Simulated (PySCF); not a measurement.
**C$_{7}$H$_{13}$NOSi (SMILES CC(C)N[SiH2]c1ccco1): density, localisation and related maps**

```csv
atom,x (Å),y (Å),z (Å)
C,-2.5373,0.6438,-0.6567
C,-1.4861,-0.1930,0.0750
C,-2.0947,-1.4896,0.6072
N,-0.8835,0.5447,1.1654
Si,0.5385,1.4949,1.0552
C,1.7831,0.4499,0.1217
C,2.5332,0.6746,-1.0012
C,3.2968,-0.4924,-1.2262
C,2.9602,-1.3481,-0.2222
O,2.0544,-0.7907,0.5911
H,-3.3453,0.9098,0.0230
H,-2.0883,1.5589,-1.0355
H,-2.9554,0.0864,-1.4909
H,-0.6818,-0.4402,-0.6257
H,-2.4841,-2.0908,-0.2104
H,-1.3371,-2.0626,1.1354
H,-2.9081,-1.2704,1.2966
H,-1.5682,0.7837,1.8676
H,0.4463,2.7656,0.3119
H,0.9372,1.7392,2.4420
H,2.5338,1.5688,-1.5910
H,3.9944,-0.6727,-2.0187
H,3.2874,-2.3428,0.0105
```

Geometry: GFN2-xTB.

Level of theory: PySCF, PBE0/pcSseg-1, SCF density, gas phase, non-relativistic.

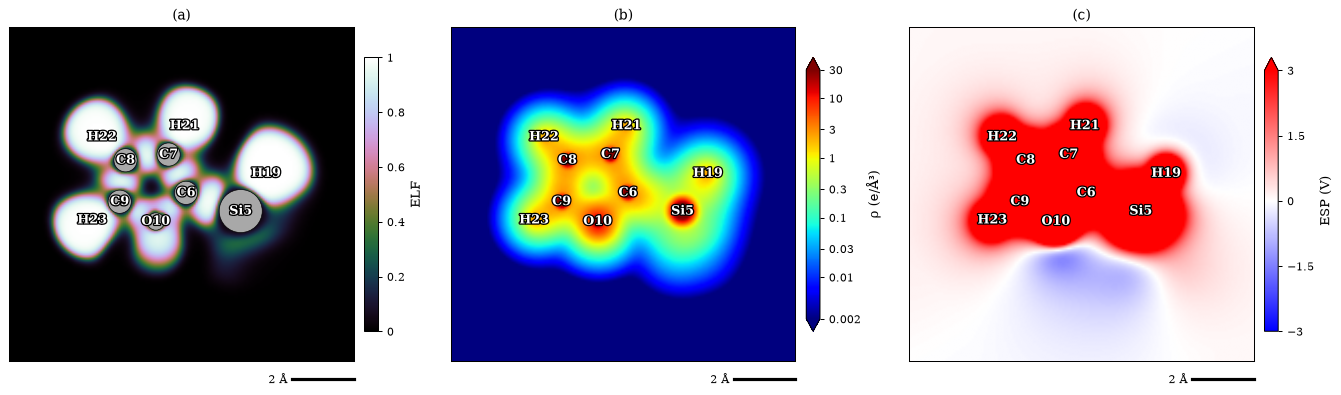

Figure 1. (a) electron localisation function; (b) electron density; (c) electrostatic potential on the plane of atoms C7, C8 and H22. Grey discs cover the atomic cores in the ELF map.

> What does the map show?

- The section cuts through Si, C, O and H sites.
- C–O (1.34 Å): ρ at the midpoint is about 2.4 e/Å³; the ELF peaks at about 0.90 between the atoms; a shared but strongly polarised pair.
- C–C (1.36 Å): the density is about 2.2 e/Å³ at the midpoint; the ELF peaks at about 0.95 between the atoms: localised, covalent bonding.
- C–Si (1.87 Å): ρ is about 0.95 e/Å³ halfway; the ELF peaks at about 1 between the atoms (a covalent bond).
- C–C (1.41 Å): ρ is about 2 e/Å³ halfway; the ELF peaks at about 0.95 between the atoms; a covalent bond.
- The ELF also peaks beside O10, away from the bonds: lone-pair regions.
- Outside the dense part of the molecule the potential is most negative (−1.4 V) near O10.

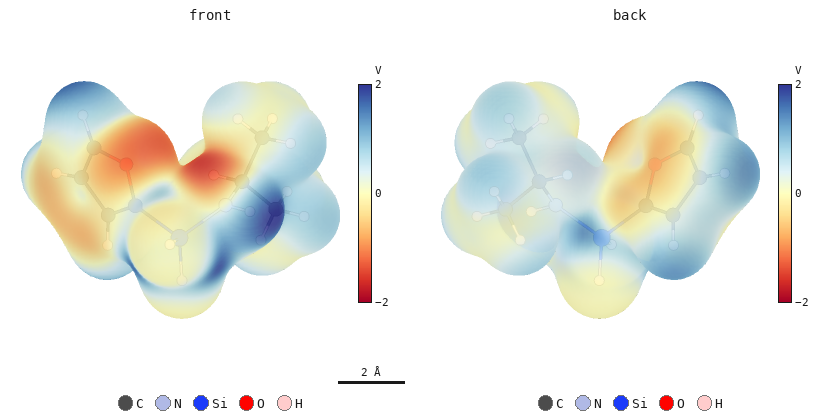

Figure 2. The molecular electrostatic potential painted on the density surface at 0.004 e/bohr³, seen from the front and from behind; the colour scale runs from red (negative) to blue (positive).

> Where is the surface potential most negative and most positive?

The most negative region (about −1.4 V) lies over N4, the most positive (about +1.9 V) over H18. N4 is the likeliest acceptor of a hydrogen bond.

> What dipole moment does the calculation give?

Its dipole moment is 0.98 D.
